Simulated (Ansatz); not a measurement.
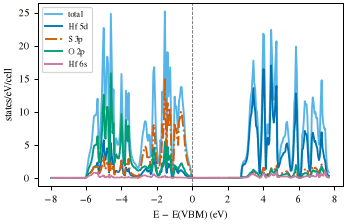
Figure. Total and projected density of states of HfSO in space group P2_13 (No. 198; Hf on 4a, S on 4a, O on 4a), PBEsol (plane waves, PAW; program Ansatz)

Task: Which orbitals carry the states next to the gap?

Result: Top 1 eV of the valence band: S 3p 73 %, O 2p 15 %, Hf 5d 9 %. Bottom 1 eV of the conduction band: Hf 5d 77 %, O 2p 7 %, S 3p 6 %, outside the projected shells 5 %. Projections are on Löwdin-orthogonalised atomic valence shells; empty p or d shells of many metals are not among them.

Task: Where is the tallest occupied peak in this window, and what makes it?

Result: Near -1.6 eV, about 25 states/eV per cell; the largest projected share is S 3p.

The first step of the workflow began from a Materials Project structure, measured or hypothetical; the Crystallography Open Database copy checked does not list it. Its standing as an ambient phase is unchecked. Symmetry was held in the PBEsol relaxation; its stability against distortions is not shown here. No spin polarisation was allowed. Scalar-relativistic: spin–orbit coupling is off unless named, which matters more the heavier the elements.

Potentials: the earlier of the program's two PAW sets. The files were generated under PBE; for other functionals the program regenerates the frozen cores, and for LDA and PBEsol the local potential too.
